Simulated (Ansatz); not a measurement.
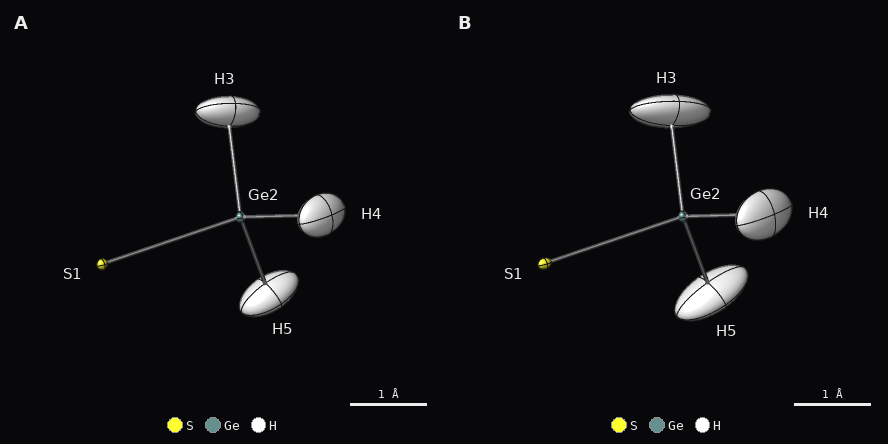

Displacement ellipsoids at the 50 % level, scaled by 1.5, from the internal vibrations of the free molecule (harmonic, no overall translation or rotation; no half-axis is drawn under 0.075 Å). Charge 0, doublet. Vibrations computed with UKS PBE0-D4/def2-TZVP (Ansatz 0.2.0). One panel is for 298 K, the other for 600 K.

Which panel is for 600 K?

B.

How much does the mean-square displacement of H3 grow, and why?

U_eq goes from 0.0205 to 0.0298 Å², a factor of 1.5. Modes below kT (417 cm⁻¹ at 600 K) grow about in proportion to T, and the lowest lies at 388 cm⁻¹; the mean-square amplitude of a mode is its zero-point value times coth(ħω/2kT), which comes close to 1 only above about 3kT.
